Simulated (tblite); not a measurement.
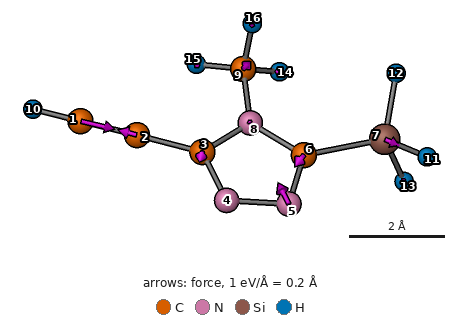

Starting geometry of C₅H₇N₃Si with the computed forces as purple arrows. A ball-and-stick model, seen from a free direction.

Theory: GFN2-xTB geometry optimisation, gas phase (tblite). 

> Is this structure relaxed? If not, where do the atoms go?

It isn't relaxed: the largest force vector, on C1, is 3.87 eV/Å. The final displacements have little in common with the starting forces (cosine between the two patterns 0.10). The atom that moves furthest after the best rigid fit is H13 (0.83 Å). By element the largest moves are H 0.83 Å, N 0.27 Å, C 0.15 Å, Si 0.08 Å. Some distances before and after: N5–C6 1.362 → 1.312 Å, Si7–H11 1.493 → 1.453 Å, C1–C2 1.237 → 1.201 Å, C6–Si7 1.836 → 1.871 Å. Among the angles between lasting bonds that change: H11–Si7–H13 104.4° → 112.3°, C6–Si7–H12 113.4° → 107.5°, N8–C9–H15 114.4° → 109.0°. Groups turn about C6–Si7 by about 35°. Over 81 geometry steps the energy falls by 37.0 kJ/mol. Cost: 0.58 s on 1 thread of Arm Neoverse V1, with other jobs on the host.
